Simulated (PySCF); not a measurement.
**C₅H₆N₂ (SMILES [CH2][C+](CC#N)N=C) (charge +1, doublet): density, localisation and related maps**

```xyz
13

C     0.5307    1.0184   -1.5823
C     0.0954    0.2357   -0.5374
C    -1.3713   -0.0618   -0.3302
C    -1.6533   -0.3627    1.0567
N    -1.8070   -0.5828    2.1641
N     0.9329   -0.3484    0.2660
C     1.6154   -0.6993    1.2236
H    -0.1735    1.4969   -2.2410
H     1.5802    1.1683   -1.7736
H    -1.9712    0.7954   -0.6498
H    -1.6664   -0.9250   -0.9393
H     2.1350   -1.6569    1.2139
H     1.7486   -0.0773    2.1116
```

Geometry: GFN2-xTB.

The calculation used UKS B3LYP, pcH-1 on C H N, non-relativistic, mean-field spin-orbit, GIAO in PySCF 2.14.0, density-fitted response routines.

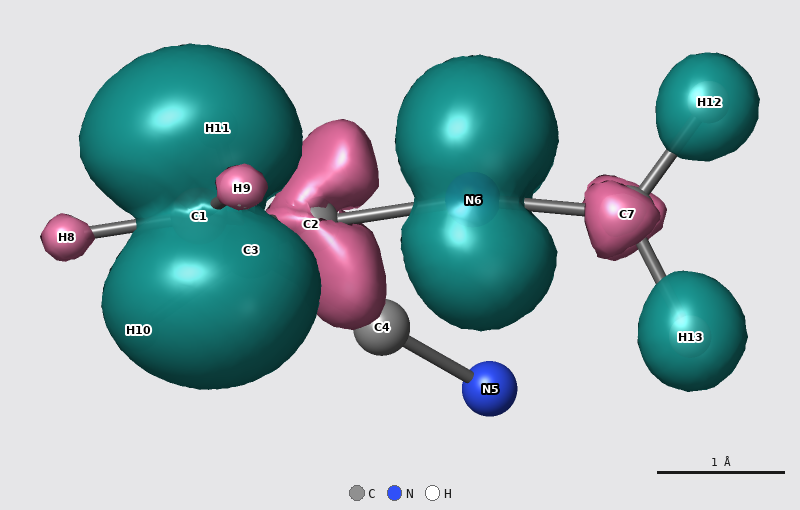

Figure 1. Isosurfaces of the spin density (α minus β) at +0.03 (teal) and −0.03 e/Å³ (pink), seen from one side.

> Describe the spin distribution.

The unpaired spin (1 electron) lies mostly on C1 (about 0.5) and N6 (about 0.3), in electrons by Hirshfeld's partition.

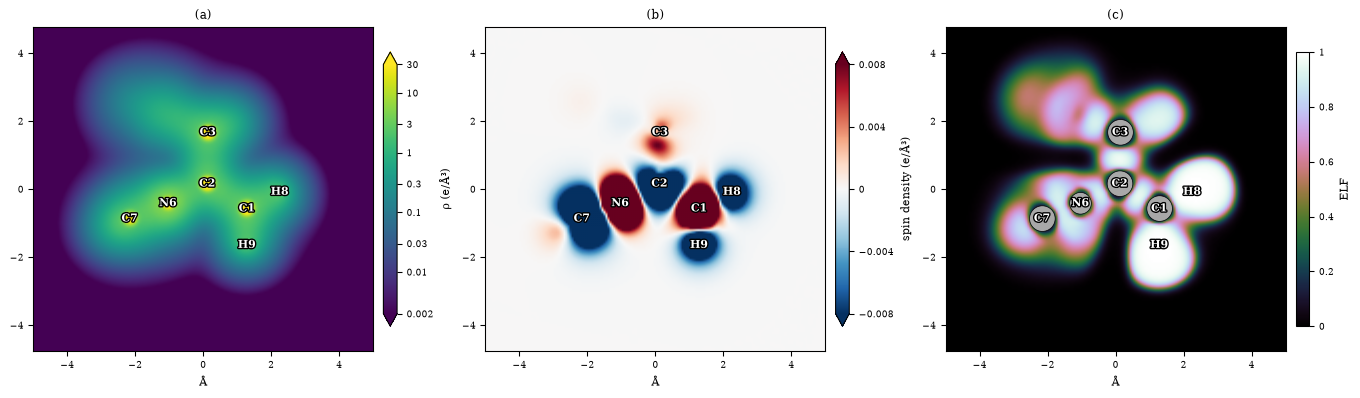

Figure 2. (a) total electron density; (b) spin density; (c) ELF on the plane of atoms C1, C2 and C3. Grey discs cover the atomic cores in the ELF map.

> What do the fields say about this system?

- The section cuts through C, N and H sites.
- C–C (1.38 Å): ρ is about 2.2 e/Å³ halfway; the ELF peaks at about 0.95 between the atoms (localised, covalent bonding).
- C–H (1.08 Å): ρ at the midpoint is about 2.1 e/Å³; the ELF climbs to about 1 towards the hydrogen, as it does in any bond to H (an ordinary covalent bond to hydrogen).
- C–N (1.23 Å): the density is about 2.9 e/Å³ at the midpoint; the ELF peaks at about 0.90 between the atoms: a multiple bond.
- C–N (1.30 Å): ρ at the midpoint is about 2.5 e/Å³; the ELF peaks at about 0.90 between the atoms: a covalent bond.
- C–C (1.51 Å): ρ at the midpoint is about 1.7 e/Å³; the ELF peaks at about 0.95 between the atoms; a covalent bond.
